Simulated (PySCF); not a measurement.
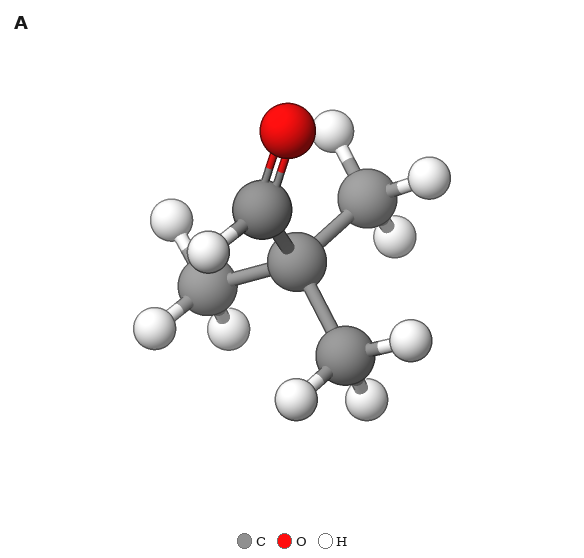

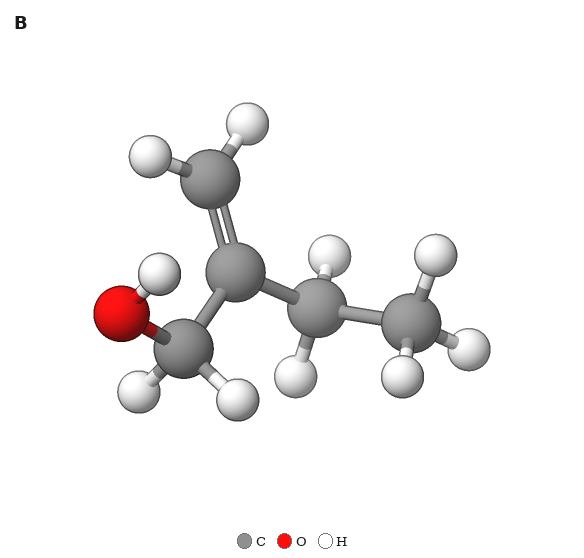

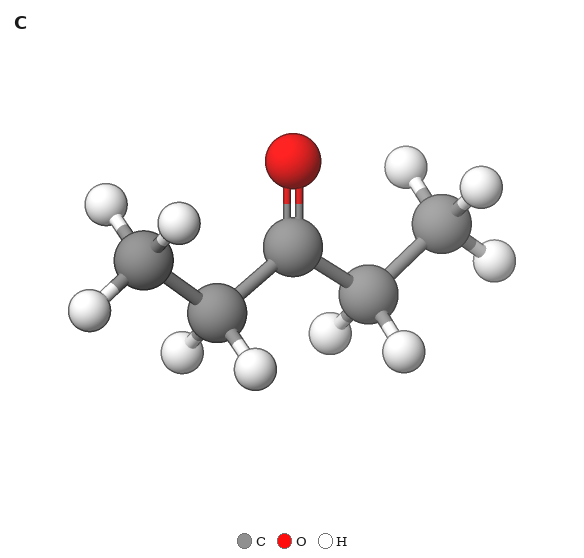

3 stationary structures of one formula. Geometries: PBE0-D3(BJ)/def2-SVP. Electronic energies: PBE0-D3(BJ)/def2-SVP (PySCF 2.14.0), without zero-point energy. No frequency run is at hand to confirm each as a minimum. Each is one conformer, not always the lowest.

**Are they conformers, stereoisomers or constitutional isomers?**

They are constitutional isomers of C5H10O: A `CC(C)(C)C=O`, B `C=C(CC)CO`, C `CCC(=O)CC`.

**Rank them by energy, lowest first.**

C is lowest; A lies 0.270 eV above it, B lies 1.001 eV above it.
